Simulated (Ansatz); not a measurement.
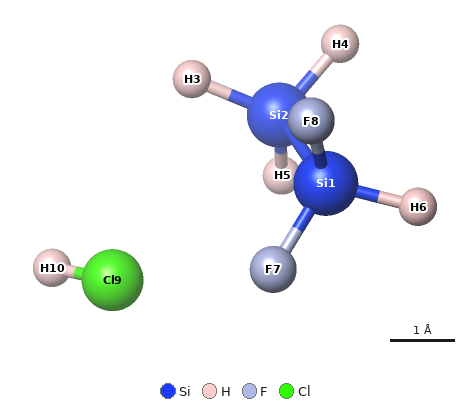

The input geometry (ball-and-stick view, seen at a tilt; atoms are numbered from 1 in the order of the input). Bond lengths as drawn: Cl–H 1.28 Å, F–Si 1.61 Å, H–Si 1.49 Å and Si–Si 2.33 Å.

## Nudged elastic band of Si2H5ClF2 (part 1 of 2)

Si2H5ClF2, computed with RKS PBE0-D4/6-31G* (Ansatz 0.2.0).

The run did not end well. It belongs to a series of runs on one base structure; here: band between the two ends.

**Input file**
```yaml
crystal:
  periodic: [false, false, false]
  atoms:
    - { symbol: Si, position_ang: [0.51722, -0.129966, 0.053913] }
    - { symbol: Si, position_ang: [0.284067, -0.146291, 2.377148] }
    - { symbol: H, position_ang: [-0.7293, -1.134509, 2.832254] }
    - { symbol: H, position_ang: [1.610273, -0.51878, 2.950471] }
    - { symbol: H, position_ang: [-0.073318, 1.214706, 2.862533] }
    - { symbol: H, position_ang: [1.679909, 0.669476, -0.419738] }
    - { symbol: F, position_ang: [-0.786796, 0.450156, -0.68557] }
    - { symbol: F, position_ang: [0.718161, -1.638371, -0.464015] }
    - { symbol: Cl, position_ang: [-3.157135, 0.631992, 1.222482] }
    - { symbol: H, position_ang: [-3.94408, 0.613488, 2.237323] }
basis:
  gaussian: { orbitals: "6-31G*" }
hamiltonian:
  xc: pbe0
  dispersion: d4
neb:
  order_check: false
  images: 6
  f_tol: 0.03
  max_iterations: 60
  climbing: false
  final_atoms:
    - { symbol: Si, position_ang: [-0.54697758, 0.25984723, -0.67486741] }
    - { symbol: Si, position_ang: [-0.13278838, -0.25547782, 3.3074796] }
    - { symbol: H, position_ang: [-0.35792034, -0.55484685, 4.74627836] }
    - { symbol: H, position_ang: [0.90427664, -1.16721785, 2.75660007] }
    - { symbol: H, position_ang: [0.32393321, 1.153438, 3.15616371] }
    - { symbol: H, position_ang: [0.06414728, 1.13441354, 0.33401009] }
    - { symbol: F, position_ang: [0.17125001, 0.46176852, -2.07782946] }
    - { symbol: F, position_ang: [-0.37943278, -1.26410874, -0.25812725] }
    - { symbol: Cl, position_ang: [-2.5222543, 0.67635144, -0.87892509] }
    - { symbol: H, position_ang: [-1.40523276, -0.43226647, 2.55601837] }
  initial_path:
    images:
      - { positions_ang: [[0.51722, -0.129966, 0.053913], [0.284067, -0.146291, 2.377148], [-0.7293, -1.134509, 2.832254], [1.610273, -0.51878, 2.950471], [-0.073318, 1.214706, 2.862533], [1.679909, 0.669476, -0.419738], [-0.786796, 0.450156, -0.68557], [0.718161, -1.638371, -0.464015], [-3.157135, 0.631992, 1.222482], [-3.94408, 0.613488, 2.237323]] }
      - { positions_ang: [[0.38945609, -0.08192588, 0.04525177], [0.17911602, -0.07375612, 2.43741513], [-0.89970347, -0.96076355, 2.88572845], [1.4508501, -0.54401079, 3.01141019], [-0.07053838, 1.29499566, 2.91327726], [1.6139775, 0.5595177, -0.41063364], [-0.81198339, 0.65191988, -0.65934874], [0.40139048, -1.56768548, -0.47312359], [-2.89461113, 0.34607036, 1.06304824], [-3.23895283, 0.38753921, 2.15377593]] }
      - { positions_ang: [[0.26169218, -0.03388576, 0.03659054], [0.07416505, -0.00122124, 2.49768225], [-1.07010693, -0.78701811, 2.93920291], [1.29142721, -0.56924157, 3.07234938], [-0.06775876, 1.37528532, 2.96402152], [1.548046, 0.4495594, -0.40152928], [-0.83717079, 0.85368375, -0.63312748], [0.08461996, -1.49699995, -0.48223218], [-2.63208725, 0.06014873, 0.90361448], [-2.53382566, 0.16159043, 2.07022886]] }
      - { positions_ang: [[0.13392827, 0.01415436, 0.02792931], [-0.03078593, 0.07131364, 2.55794938], [-1.2405104, -0.61327266, 2.99267736], [1.13200431, -0.59447236, 3.13328857], [-0.06497914, 1.45557498, 3.01476577], [1.4821145, 0.3396011, -0.39242493], [-0.86235818, 1.05544763, -0.60690622], [-0.23215056, -1.42631443, -0.49134076], [-2.36956338, -0.22577291, 0.74418073], [-1.82869849, -0.06435836, 1.98668179]] }
      - { positions_ang: [[-0.01809996, 0.06984197, -0.07618217], [-0.0903367, 0.05571552, 2.6908539], [-1.18745616, -0.53046378, 3.26610941], [1.03114769, -0.68710634, 3.10559272], [-0.00822896, 1.44682241, 3.05671302], [1.2512914, 0.40602075, -0.28474663], [-0.72549447, 1.05710656, -0.80580043], [-0.38894968, -1.37284839, -0.46192823], [-2.27886614, -0.21943584, 0.44397971], [-1.46600603, -0.21375185, 2.0322097]] }
      - { positions_ang: [[-0.1943925, 0.13317706, -0.27574392], [-0.10448726, -0.04801559, 2.8963958], [-0.91094422, -0.53859147, 3.75949906], [0.98885734, -0.84714351, 2.98926184], [0.10249176, 1.3490276, 3.08986325], [0.85557669, 0.64881835, -0.07849439], [-0.42657964, 0.85866055, -1.22981011], [-0.38577738, -1.33660184, -0.39399457], [-2.35999552, 0.07915992, 0.00301145], [-1.44574827, -0.28659006, 2.20681259]] }
      - { positions_ang: [[-0.37068504, 0.19651214, -0.47530566], [-0.11863782, -0.15174671, 3.1019377], [-0.63443228, -0.54671916, 4.25288871], [0.94656699, -1.00718068, 2.87293095], [0.21321249, 1.2512328, 3.12301348], [0.45986199, 0.89161594, 0.12775785], [-0.12766482, 0.66021454, -1.65381978], [-0.38260508, -1.30035529, -0.32606091], [-2.44112491, 0.37775568, -0.43795682], [-1.42549052, -0.35942826, 2.38141548]] }
      - { positions_ang: [[-0.54697758, 0.25984723, -0.67486741], [-0.13278838, -0.25547782, 3.3074796], [-0.35792034, -0.55484685, 4.74627836], [0.90427664, -1.16721785, 2.75660007], [0.32393321, 1.153438, 3.15616371], [0.06414728, 1.13441354, 0.33401009], [0.17125001, 0.46176852, -2.07782946], [-0.37943278, -1.26410874, -0.25812725], [-2.5222543, 0.67635144, -0.87892509], [-1.40523276, -0.43226647, 2.55601837]] }
```

Machine: 2 threads of Arm Neoverse V2, 24 GiB of memory available, shared host.

Command:
```bash
ansatz run input.yaml --threads 2 --pin off --max-ram 3072MiB --backend cpu --events-out ev --progress --plain --runs-dir out
```

**Output**
```
Engine: ansatz 0.2.0, aarch64-unknown-linux-gnu
Functional definition: PBE0
  parameter a = 0.25
  parameter kappa = 0.804
  parameter beta = 0.06672455060314922
  exchange = (1 - a)*pbe_x(kappa = kappa, mu = beta*pi^2/3) + a*exact_x
  correlation = pbe_c(beta = beta)
979 factors; integrals over basis functions are off by at most 6.6e-4 eV
mean field evaluation 1: about -33776.2581 eV, gradient 3.7e1 eV
mean field evaluation 2: about -33774.0896 eV, gradient 5.5e1 eV
mean field evaluation 4: about -33778.4697 eV, gradient 8.6e-1 eV
mean field evaluation 8: about -33778.4928 eV, gradient 3.3e-2 eV
mean field -33778.49279079 eV, -1241.3367141769 hartree, gradient 2.8e-5 eV, S^2 0.000000; 0 other end points of the search recorded, 0 dependent functions left out
the calculation of the forces begins
reference -33778.49282281 eV, -1241.3367153534 hartree; 34, 34 occupied and 63, 63 virtual orbitals, 979 factors
979 factors; integrals over basis functions are off by at most 7.5e-4 eV
mean field evaluation 16: about -33775.3996 eV, gradient 5.4e1 eV
mean field -33779.63502672 eV, -1241.3786905730 hartree, gradient 1.9e-5 eV, S^2 0.000000; 0 other end points of the search recorded, 0 dependent functions left out
[... from here on the field's lines of each further geometry are left out, up to the last ...]
NEB iter   1: max|band force component| = 3.638e1 eV/Å  barrier→ = 10.6747 eV  barrier← = 11.8061 eV  Δτ_max = 0.1986 Å  (198 SCF iters)
NEB iter   2: max|band force component| = 1.131e1 eV/Å  barrier→ = 3.0406 eV  barrier← = 4.1720 eV  Δτ_max = 0.2000 Å  (177 SCF iters)
NEB iter   3: max|band force component| = 5.549e0 eV/Å  barrier→ = 2.2872 eV  barrier← = 3.4185 eV  Δτ_max = 0.2000 Å  (164 SCF iters)
NEB iter   4: max|band force component| = 2.088e0 eV/Å  barrier→ = 1.9346 eV  barrier← = 3.0660 eV  Δτ_max = 0.1999 Å  (164 SCF iters)
NEB iter   5: max|band force component| = 1.499e0 eV/Å  barrier→ = 1.7605 eV  barrier← = 2.8919 eV  Δτ_max = 0.1957 Å  (163 SCF iters)
NEB iter   6: max|band force component| = 8.126e-1 eV/Å  barrier→ = 1.6987 eV  barrier← = 2.8301 eV  Δτ_max = 0.2000 Å  (164 SCF iters)
NEB iter   7: max|band force component| = 1.239e0 eV/Å  barrier→ = 1.5255 eV  barrier← = 2.6569 eV  Δτ_max = 0.1017 Å  (165 SCF iters)
NEB iter   8: max|band force component| = 1.037e0 eV/Å  barrier→ = 1.3555 eV  barrier← = 2.4868 eV  Δτ_max = 0.1019 Å  (162 SCF iters)
NEB iter   9: max|band force component| = 4.913e-1 eV/Å  barrier→ = 1.2205 eV  barrier← = 2.3518 eV  Δτ_max = 0.1983 Å  (164 SCF iters)
NEB iter  10: max|band force component| = 5.997e-1 eV/Å  barrier→ = 1.0475 eV  barrier← = 2.1789 eV  Δτ_max = 0.0994 Å  (161 SCF iters)
NEB iter  11: max|band force component| = 4.460e-1 eV/Å  barrier→ = 0.9210 eV  barrier← = 2.0523 eV  Δτ_max = 0.0991 Å  (159 SCF iters)
NEB iter  12: max|band force component| = 2.883e-1 eV/Å  barrier→ = 0.7992 eV  barrier← = 1.9306 eV  Δτ_max = 0.0988 Å  (162 SCF iters)
NEB iter  13: max|band force component| = 3.923e-1 eV/Å  barrier→ = 0.6844 eV  barrier← = 1.8157 eV  Δτ_max = 0.0500 Å  (160 SCF iters)
NEB iter  14: max|band force component| = 3.519e-1 eV/Å  barrier→ = 0.6388 eV  barrier← = 1.7702 eV  Δτ_max = 0.0499 Å  (157 SCF iters)
NEB iter  15: max|band force component| = 1.565e-1 eV/Å  barrier→ = 0.5989 eV  barrier← = 1.7303 eV  Δτ_max = 0.0844 Å  (157 SCF iters)
NEB iter  16: max|band force component| = 1.565e-1 eV/Å  barrier→ = 0.5660 eV  barrier← = 1.6973 eV  Δτ_max = 0.0720 Å  (161 SCF iters)
NEB iter  17: max|band force component| = 1.816e-1 eV/Å  barrier→ = 0.5416 eV  barrier← = 1.6729 eV  Δτ_max = 0.0364 Å  (160 SCF iters)
NEB iter  18: max|band force component| = 1.233e-1 eV/Å  barrier→ = 0.5310 eV  barrier← = 1.6624 eV  Δτ_max = 0.0331 Å  (155 SCF iters)
NEB iter  19: max|band force component| = 8.139e-2 eV/Å  barrier→ = 0.5332 eV  barrier← = 1.6646 eV  Δτ_max = 0.0321 Å  (153 SCF iters)
NEB iter  20: max|band force component| = 5.459e-2 eV/Å  barrier→ = 0.5358 eV  barrier← = 1.6671 eV  Δτ_max = 0.0364 Å  (147 SCF iters)
NEB iter  21: max|band force component| = 3.955e-2 eV/Å  barrier→ = 0.5403 eV  barrier← = 1.6717 eV  Δτ_max = 0.0364 Å  (152 SCF iters)
NEB iter  22: max|band force component| = 5.579e-2 eV/Å  barrier→ = 0.5520 eV  barrier← = 1.6834 eV  Δτ_max = 0.0182 Å  (153 SCF iters)
NEB iter  23: max|band force component| = 3.718e-2 eV/Å  barrier→ = 0.5461 eV  barrier← = 1.6774 eV  Δτ_max = 0.0182 Å  (140 SCF iters)
NEB iter  24: max|band force component| = 5.567e-2 eV/Å  barrier→ = 0.5474 eV  barrier← = 1.6787 eV  Δτ_max = 0.0091 Å  (145 SCF iters)
NEB iter  25: max|band force component| = 3.586e-2 eV/Å  barrier→ = 0.5469 eV  barrier← = 1.6782 eV  Δτ_max = 0.0091 Å  (133 SCF iters)
NEB iter  26: max|band force component| = 4.252e-2 eV/Å  barrier→ = 0.5512 eV  barrier← = 1.6825 eV  Δτ_max = 0.0091 Å  (134 SCF iters)
NEB iter  27: max|band force component| = 4.238e-2 eV/Å  barrier→ = 0.5552 eV  barrier← = 1.6866 eV  Δτ_max = 0.0091 Å  (131 SCF iters)
NEB iter  28: max|band force component| = 4.066e-2 eV/Å  barrier→ = 0.5596 eV  barrier← = 1.6910 eV  Δτ_max = 0.0182 Å  (131 SCF iters)
NEB iter  29: max|band force component| = 4.020e-2 eV/Å  barrier→ = 0.5722 eV  barrier← = 1.7035 eV  Δτ_max = 0.0182 Å  (147 SCF iters)
NEB iter  30: max|band force component| = 4.846e-2 eV/Å  barrier→ = 0.5826 eV  barrier← = 1.7140 eV  Δτ_max = 0.0182 Å  (145 SCF iters)
NEB iter  31: max|band force component| = 5.539e-2 eV/Å  barrier→ = 0.5921 eV  barrier← = 1.7235 eV  Δτ_max = 0.0364 Å  (145 SCF iters)
NEB iter  32: max|band force component| = 6.977e-2 eV/Å  barrier→ = 0.6051 eV  barrier← = 1.7365 eV  Δτ_max = 0.0364 Å  (150 SCF iters)
NEB iter  33: max|band force component| = 8.617e-2 eV/Å  barrier→ = 0.6118 eV  barrier← = 1.7431 eV  Δτ_max = 0.0364 Å  (148 SCF iters)
NEB iter  34: max|band force component| = 9.798e-2 eV/Å  barrier→ = 0.6255 eV  barrier← = 1.7568 eV  Δτ_max = 0.0729 Å  (150 SCF iters)
NEB iter  35: max|band force component| = 1.353e-1 eV/Å  barrier→ = 0.6415 eV  barrier← = 1.7729 eV  Δτ_max = 0.0728 Å  (153 SCF iters)
NEB iter  36: max|band force component| = 1.617e-1 eV/Å  barrier→ = 0.6499 eV  barrier← = 1.7813 eV  Δτ_max = 0.0728 Å  (156 SCF iters)
NEB iter  37: max|band force component| = 1.949e-1 eV/Å  barrier→ = 0.6583 eV  barrier← = 1.7897 eV  Δτ_max = 0.0727 Å  (156 SCF iters)
NEB iter  38: max|band force component| = 2.335e-1 eV/Å  barrier→ = 0.6705 eV  barrier← = 1.8018 eV  Δτ_max = 0.1460 Å  (157 SCF iters)
NEB iter  39: max|band force component| = 3.012e-1 eV/Å  barrier→ = 0.6243 eV  barrier← = 1.7557 eV  Δτ_max = 0.1445 Å  (160 SCF iters)
NEB iter  40: max|band force component| = 3.438e-1 eV/Å  barrier→ = 0.5588 eV  barrier← = 1.6902 eV  Δτ_max = 0.0725 Å  (161 SCF iters)
NEB iter  41: max|band force component| = 3.507e-1 eV/Å  barrier→ = 0.5487 eV  barrier← = 1.6800 eV  Δτ_max = 0.0722 Å  (155 SCF iters)
NEB iter  42: max|band force component| = 3.612e-1 eV/Å  barrier→ = 0.5342 eV  barrier← = 1.6656 eV  Δτ_max = 0.1447 Å  (154 SCF iters)
NEB iter  43: max|band force component| = 3.364e-1 eV/Å  barrier→ = 0.4705 eV  barrier← = 1.6019 eV  Δτ_max = 0.1989 Å  (158 SCF iters)
NEB iter  44: max|band force component| = 2.698e-1 eV/Å  barrier→ = 0.3746 eV  barrier← = 1.5059 eV  Δτ_max = 0.2000 Å  (160 SCF iters)
NEB iter  45: max|band force component| = 5.630e-1 eV/Å  barrier→ = 0.3049 eV  barrier← = 1.4363 eV  Δτ_max = 0.1004 Å  (159 SCF iters)
NEB iter  46: max|band force component| = 4.492e-1 eV/Å  barrier→ = 0.2715 eV  barrier← = 1.4029 eV  Δτ_max = 0.1001 Å  (160 SCF iters)
NEB iter  47: max|band force component| = 2.858e-1 eV/Å  barrier→ = 0.2402 eV  barrier← = 1.3715 eV  Δτ_max = 0.1007 Å  (159 SCF iters)
NEB iter  48: max|band force component| = 1.574e-1 eV/Å  barrier→ = 0.2157 eV  barrier← = 1.3470 eV  Δτ_max = 0.1004 Å  (158 SCF iters)
NEB iter  49: max|band force component| = 1.786e-1 eV/Å  barrier→ = 0.2015 eV  barrier← = 1.3329 eV  Δτ_max = 0.0501 Å  (158 SCF iters)
NEB iter  50: max|band force component| = 2.109e-1 eV/Å  barrier→ = 0.1905 eV  barrier← = 1.3219 eV  Δτ_max = 0.0251 Å  (153 SCF iters)
NEB iter  51: max|band force component| = 1.502e-1 eV/Å  barrier→ = 0.1879 eV  barrier← = 1.3193 eV  Δτ_max = 0.0251 Å  (150 SCF iters)
NEB iter  52: max|band force component| = 1.061e-1 eV/Å  barrier→ = 0.1877 eV  barrier← = 1.3191 eV  Δτ_max = 0.0502 Å  (152 SCF iters)
NEB iter  53: max|band force component| = 1.141e-1 eV/Å  barrier→ = 0.1767 eV  barrier← = 1.3081 eV  Δτ_max = 0.0502 Å  (155 SCF iters)
NEB iter  54: max|band force component| = 1.189e-1 eV/Å  barrier→ = 0.1681 eV  barrier← = 1.2994 eV  Δτ_max = 0.0502 Å  (157 SCF iters)
NEB iter  55: max|band force component| = 1.289e-1 eV/Å  barrier→ = 0.1630 eV  barrier← = 1.2944 eV  Δτ_max = 0.0502 Å  (157 SCF iters)
NEB iter  56: max|band force component| = 1.346e-1 eV/Å  barrier→ = 0.1588 eV  barrier← = 1.2901 eV  Δτ_max = 0.1011 Å  (150 SCF iters)
NEB iter  57: max|band force component| = 1.450e-1 eV/Å  barrier→ = 0.1423 eV  barrier← = 1.2737 eV  Δτ_max = 0.1009 Å  (159 SCF iters)
NEB iter  58: max|band force component| = 1.611e-1 eV/Å  barrier→ = 0.1135 eV  barrier← = 1.2449 eV  Δτ_max = 0.0504 Å  (157 SCF iters)
NEB iter  59: max|band force component| = 1.362e-1 eV/Å  barrier→ = 0.1020 eV  barrier← = 1.2333 eV  Δτ_max = 0.0503 Å  (146 SCF iters)
the calculation of the forces begins
reference -33779.63029185 eV, -1241.3785165696 hartree; 34, 34 occupied and 63, 63 virtual orbitals, 979 factors
these checks for a lower state are left out or cut short: starts, cluster_reference, orbital_swaps, neighbouring_geometries, increment
979 factors; integrals over basis functions are off by at most 7.6e-4 eV
mean field -33779.63532483 eV, -1241.3787015281 hartree, gradient 1.5e-5 eV, S^2 0.000000; 0 other end points of the search recorded, 0 dependent functions left out
the calculation of the forces begins
reference -33779.63535816 eV, -1241.3787027530 hartree; 34, 34 occupied and 63, 63 virtual orbitals, 979 factors
NEB iter  60: max|band force component| = 1.324e-1 eV/Å  barrier→ = 0.0895 eV  barrier← = 1.2209 eV  Δτ_max = 0.0503 Å  (145 SCF iters)
```
